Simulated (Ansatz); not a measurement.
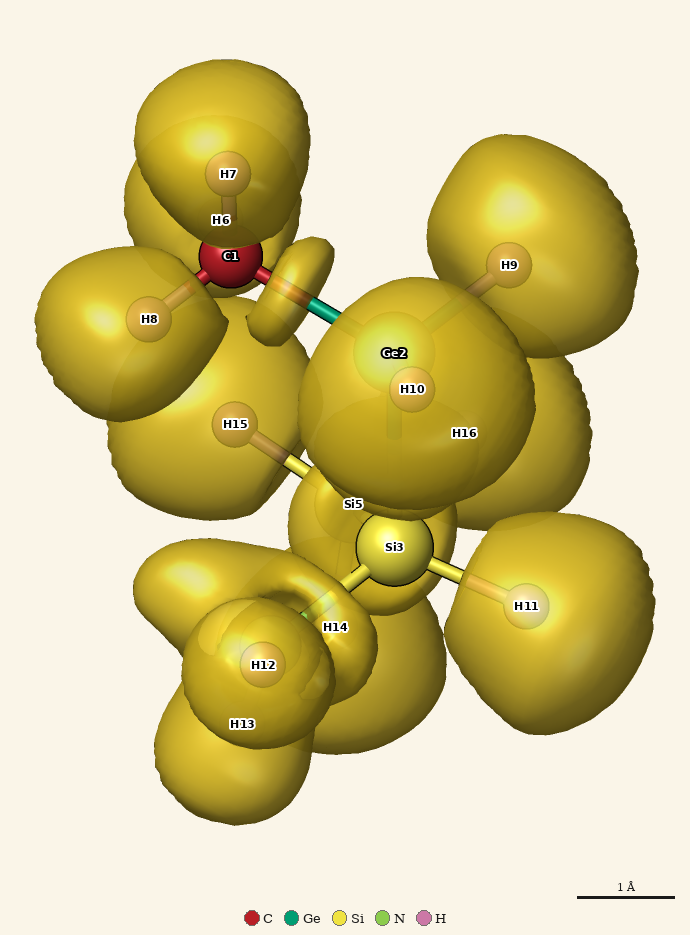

CH₁₁GeNSi₂ (SMILES [CH3][GeH2][SiH](N)[SiH3]). Isosurface of the ELF at 0.75 (yellow), seen at an oblique angle. Core shells and regions of very low density are left out.

These are results of RHF/def2-SVP (Ansatz 0.2.0), not measurements.

```xyz
16

C    -1.6241    1.1262    1.4482
Ge    0.3407    1.0916    1.3179
Si    1.0891   -0.5421   -0.2970
N     0.5724   -2.1074    0.2632
Si    0.1275   -0.1894   -2.4346
H    -2.0660    1.4728    0.5130
H    -1.9452    1.7939    2.2488
H    -2.0045    0.1252    1.6559
H     0.8613    2.4919    0.9412
H     0.9292    0.7387    2.7003
H     2.5668   -0.3968   -0.4530
H     0.7591   -2.3868    1.2077
H     0.6188   -2.9009   -0.3477
H     0.4457   -1.3232   -3.3421
H    -1.3500   -0.0759   -2.3380
H     0.6563    1.0597   -3.0397
```

Identify the bonds, lone pairs and shells in this picture.

Answer. The ELF exceeds this value in one region between bonded Ge–Si atoms (shared pairs), one region between bonded Si–Si atoms (shared pairs), nine regions around hydrogen nuclei, one lobe of the valence shell of C pointing towards Ge (polar bonds) and one joined region spread over several atoms (H, N), in which their bonds and any lone pairs are merged. Profiles from the grid: Si–N (1.74 Å): the ELF peaks at about 0.90 between the atoms: a shared but strongly polarised pair. C–Ge (1.97 Å): the ELF peaks at about 0.95 in the valence shell of C, 0.7 Å from its nucleus, and is about 0.75 at the midpoint.
